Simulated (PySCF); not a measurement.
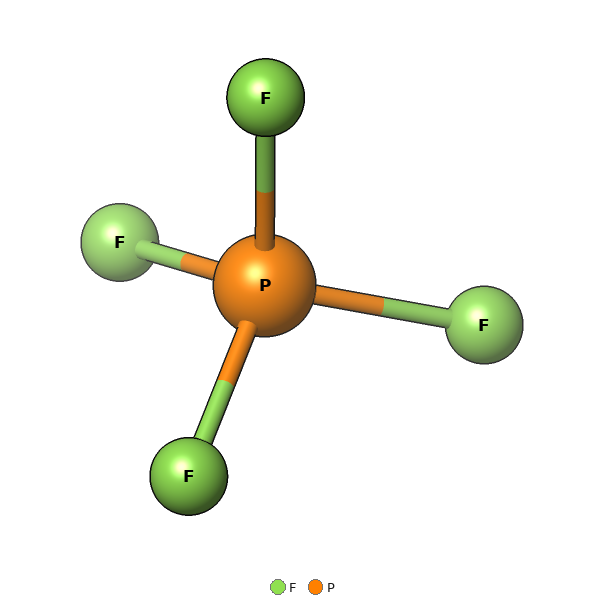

Atoms fade into the background with distance from the viewer. Charge +1, singlet. The geometry was computed by an optimisation with PBE0-D3(BJ)/def2-SVP. No frequency run is at hand to confirm it as a minimum.

Q: Which symmetry elements does this geometry have?

A: It has 4 C3 axes, 3 C2 axes, 3 S4 axes and 6 mirror planes, so the point group is Td. The group has 24 operations. The geometry is achiral, and symmetry forbids a dipole moment.
